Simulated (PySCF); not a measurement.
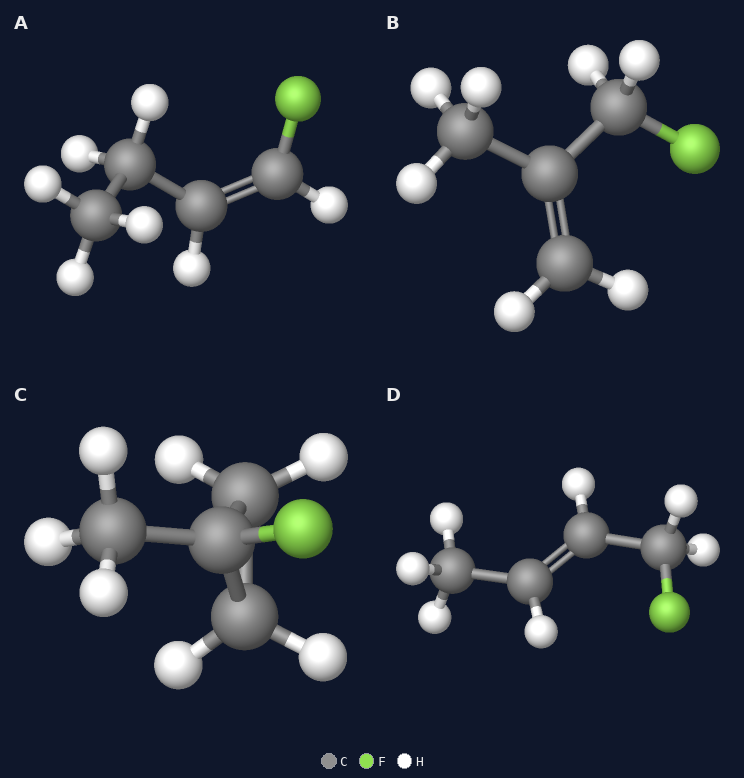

Figure made from data computed with PySCF.

**Which panel belongs to which SMILES?**
(1) CC1(F)CC1
(2) C/C=C/CF
(3) C=C(C)CF
(4) CC/C=C\F

A is (4), B is (3), C is (1), D is (2).
